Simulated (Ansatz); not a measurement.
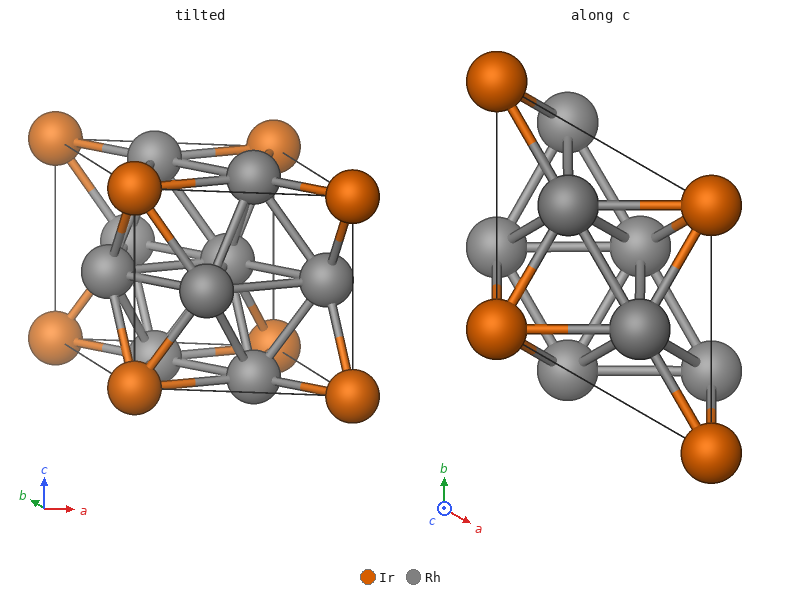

View slightly off an axis and along the c axis, drawn as a ball-and-stick model. Lines trace the edges of the conventional unit cell.

IrRh₅, space group P-62m (No. 189), a = 4.722 Å, b = 4.722 Å, c = 4.401 Å, α = 90.00°, β = 90.00°, γ = 120.00°. It derives from a structure type filled with these elements by a generator (whether the compound takes this form wasn't checked). Earlier steps of the study, as a rule a relaxation of our own, may have changed the cell and positions, so they can lie some per cent off the listed ones. It went into a calculation with Ansatz.

This one geometry was computed with Ansatz (DFT, plane waves, PAW) at four levels of theory: LDA, r2SCAN, PBE and PBE with spin-orbit coupling.

Q: Which level gives the highest pressure at this volume, and what does that say about its equilibrium volume?

A: Highest: PBE (0.0 GPa) and PBE with spin-orbit coupling (0.4 GPa), which points to the largest equilibrium volume. Lowest, with the smallest volume: LDA (-16.4 GPa). Levels within 0.5 GPa of each other can't be told apart.

Q: How does the band gap change with the level of theory?

A: All levels give a metal.

Q: Collect the results in a table.

A:
| level | cutoff (eV) | k-mesh of the run's cell | gap (eV) | pressure (GPa) |
| --- | --- | --- | --- | --- |
| LDA | 420 | 12×12×8 | metal | -16.4 |
| r2SCAN | 500 | 12×12×8 | metal | -6.5 |
| PBE | 420 | 12×12×8 | metal | 0.0 |
| PBE with spin-orbit coupling | 420 | 12×12×8 | metal | 0.4 |

Gaps are taken on the k-mesh or band path of each run.
